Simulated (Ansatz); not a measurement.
## Electronic structure of H₂NSSi (doublet) in real space

Input

```
crystal:
  periodic: [false, false, false]
  atoms:
    - { symbol: "N", position_ang: [-1.24741, -0.03089, 0.05848] }
    - { symbol: Si, position_ang: [0.3682, 0.00112, -0.04034] }
    - { symbol: S, position_ang: [1.33876, 0.67024, 1.68775] }
    - { symbol: H, position_ang: [-1.85727, -0.32809, -0.68885] }
    - { symbol: H, position_ang: [1.39772, -0.31238, -1.01704] }
magnetization:
  spin_polarized: true
  initial_magnetization: 1
basis:
  gaussian: { orbitals: def2-SVP }
hamiltonian:
  xc: r2scanh
relax:
  f_tol: 0.02
  max_steps: 50
output:
  orbitals: {}
```

Run with:

```sh
ansatz run input.yaml --threads 2 --pin off --max-ram 3072MiB --backend cpu --events-out ev --progress --plain --runs-dir out
```

The fields are those of the run's last geometry, not of the input's.

⟨S²⟩ = 0.81, above the pure value of 0.75.

Method: UKS r2SCANh/def2-SVP in Ansatz.

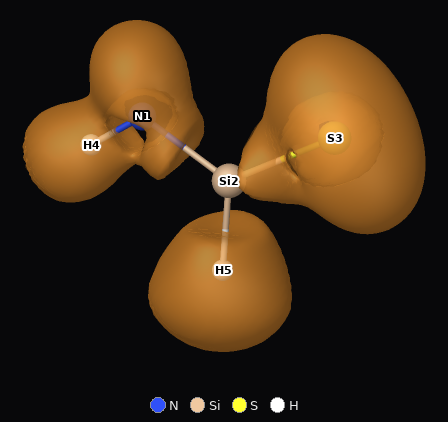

Figure 1. Isosurface of the electron localisation function at 0.75 (orange), seen at a tilt. Core shells and regions of very low density are left out.

Where are the electrons localised?

Answer. At this value the surface marks out one region around a hydrogen nucleus, one region on S in which the atom's valence shell and bonds are merged and one joined region spread over several atoms (H, N), in which their bonds and any lone pairs are merged.


Si–N (1.70 Å): the ELF peaks at about 0.90 between the atoms, as expected for a shared but strongly polarised pair. Si–S (1.98 Å): the ELF peaks at about 0.90 between the atoms, as expected for a covalent bond.

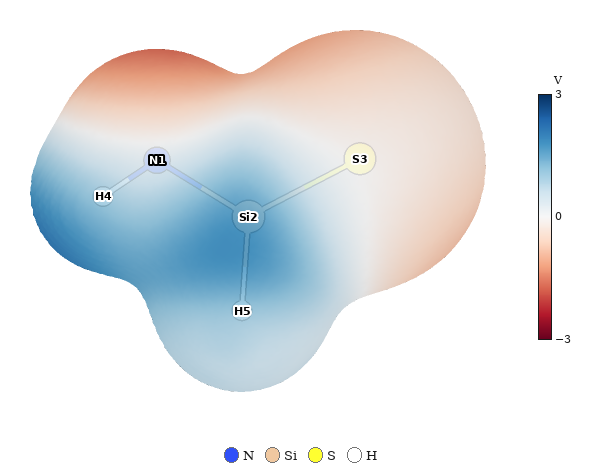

Figure 2. The electrostatic potential painted on the density surface at 0.002 e/bohr³, seen across its widest extent; red is negative and blue positive.

Which sites attract a positive test charge, and which a negative one?

Answer. A positive charge is drawn to the negative regions and a negative charge to the positive ones. The most negative region (about −1.7 V, or −39 kcal/mol for a unit charge) lies over N1, the most positive (about +2.1 V, or +48 kcal/mol for a unit charge) over H4. N1 is the likeliest acceptor of a hydrogen bond.

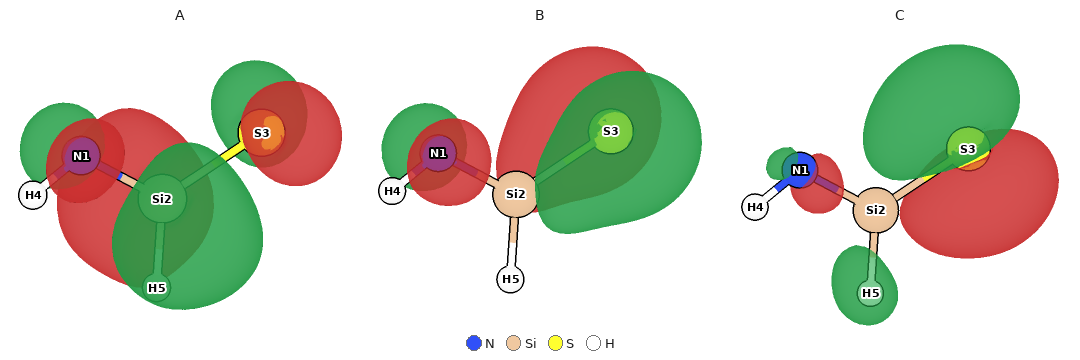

Figure 3. Three frontier orbitals at ±0.1 Å⁻³ᐟ² (green and red are the two phases), in no order.

Which picture is the HOMO−1, the HOMO and the LUMO? All are α orbitals.

Answer. B is the HOMO−1 (α) (−8.02 eV). By Hirshfeld shares it lies mainly on S3 (about 75 %) and N1 (about 10 %); it changes sign across the molecular plane (π type); π-antibonding (a node) across N1–Si2. C is the HOMO (α) (−7.06 eV). Its weight (Hirshfeld) is mainly on S3 (about 80 %); it is symmetric in the molecular plane (an in-plane orbital: σ, lone-pair or in-plane π type); largely a lone pair of S3. A is the LUMO (α) (−1.91 eV). By Hirshfeld shares it lies mainly on Si2 (about 65 %), S3 (about 20 %) and N1 (about 10 %); it changes sign across the molecular plane (π type).

What is the gap between the highest occupied and lowest empty α orbitals?

Answer. 5.15 eV between the orbital energies.
